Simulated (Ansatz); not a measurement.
# YN, pressure series

Consider YN in the rock salt structure (space group Fm-3m, No. 225; a = 4.896 Å).

Cell and atoms are relaxed at each pressure.

The values are results of plane-wave PAW DFT at the r2SCAN level (Ansatz, an electronic-structure program, 500 eV), spin-orbit coupling left out, not measurements.

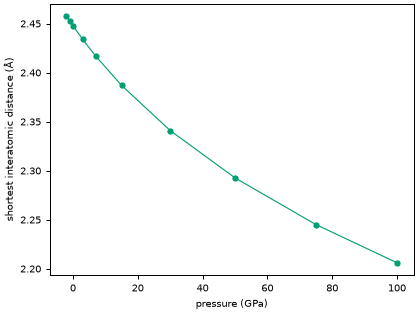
*Shortest interatomic distance against pressure*

```csv
pressure (GPa),shortest interatomic distance
-2,2.458 Å
-1,2.453 Å
3,2.434 Å
7,2.417 Å
15,2.387 Å
30,2.341 Å
50,2.293 Å
75,2.245 Å
100,2.206 Å
```

A case with no gap was solved on a k-mesh chosen for an insulator, which is coarse for it. Load acts through the strain it causes; cell and atoms are relaxed under it. No phonon test of stability was made. Competing high-pressure phases were not computed. The final runs are not spin-polarised.
